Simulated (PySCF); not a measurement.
# C6H14OSi2 (SMILES [SiH3]CC[SiH2]O[C@]12C[C@H]1C2): what the fields show

| atom | x (Å) | y (Å) | z (Å) |
| --- | --- | --- | --- |
| Si | -4.4442 | 0.1157 | 0.6467 |
| C | -2.7714 | -0.7254 | 0.3193 |
| C | -1.6195 | 0.2705 | 0.2062 |
| Si | 0.0211 | -0.6106 | -0.1155 |
| O | 1.0864 | 0.6169 | -0.2232 |
| C | 2.4241 | 0.5645 | -0.3693 |
| C | 3.3117 | -0.3687 | -1.1236 |
| C | 3.5398 | -0.1243 | 0.3413 |
| C | 3.4956 | 1.3775 | 0.2751 |
| H | -4.3728 | 0.8714 | 1.9000 |
| H | -5.4929 | -0.9021 | 0.7451 |
| H | -4.7544 | 1.0354 | -0.4508 |
| H | -2.5503 | -1.4356 | 1.1182 |
| H | -2.8246 | -1.3150 | -0.5978 |
| H | -1.5628 | 0.8592 | 1.1237 |
| H | -1.8321 | 0.9790 | -0.5964 |
| H | -0.0055 | -1.3822 | -1.3644 |
| H | 0.3859 | -1.5249 | 0.9756 |
| H | 2.8857 | -1.3223 | -1.4092 |
| H | 4.0181 | 0.0327 | -1.8431 |
| H | 3.6111 | -0.7950 | 1.1683 |
| H | 4.2124 | 1.8998 | -0.3507 |
| H | 3.2339 | 1.9104 | 1.1804 |

Geometry: GFN2-xTB.

The calculation used PySCF 2.14.0, PBE0/pcSseg-1, SCF density, gas phase, non-relativistic.

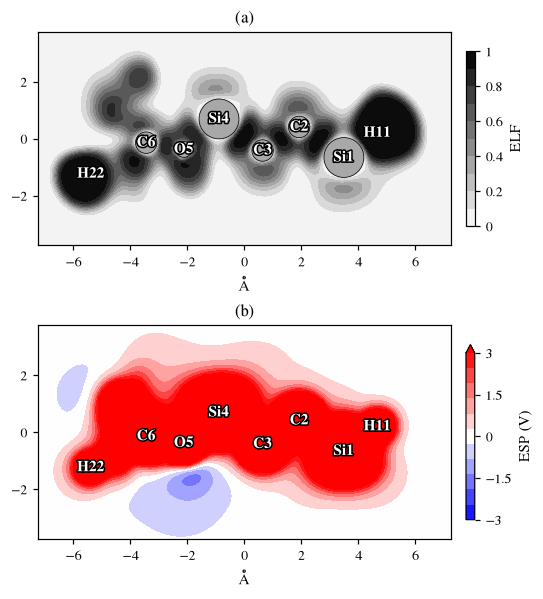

Figure 1. (a) ELF; (b) electrostatic potential on the plane of atoms C2, C3 and Si4. Grey discs cover the atomic cores in the ELF map.

Q: Interpret the plot.

A:
- Atoms in the plane: Si, C, O and H.
- C–O (1.35 Å): the ELF peaks at about 0.90 between the atoms (a shared but strongly polarised pair).
- Si–O (1.63 Å): the ELF peaks at about 0.85 between the atoms: a polar covalent bond.
- C–Si (1.89 Å): the ELF peaks at about 0.95 between the atoms, as expected for localised, covalent bonding.
- Si–H (1.46 Å): the ELF climbs to about 1 towards the hydrogen, as it does in any bond to H.
- The ELF also peaks beside O5, away from the bonds: lone-pair regions.
- Outside the dense part of the molecule the potential is most negative (−1.6 V) near O5.

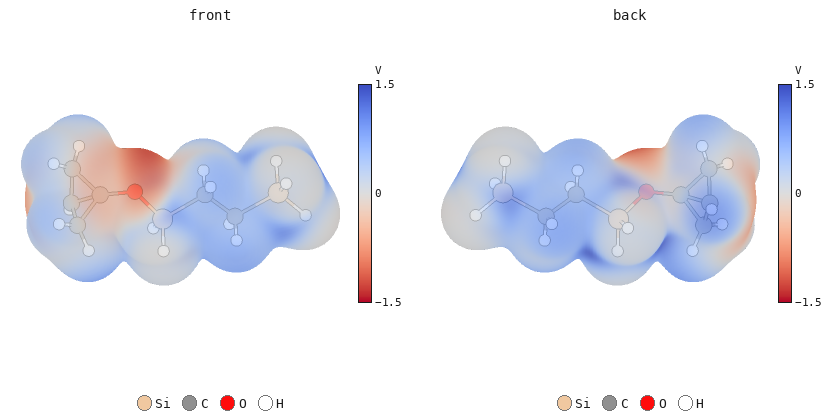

Figure 2. The electrostatic potential painted on the density surface at 0.002 e/bohr³, seen from the front and from behind; red is negative and blue positive.

Q: Where is the surface potential most negative and most positive?

A: The most negative region (about −1.2 V) lies over O5, the most positive (about +1.2 V) over Si4. O5 is the likeliest acceptor of a hydrogen bond.

Q: What dipole moment does the calculation give?

A: Its dipole moment is 0.92 D.
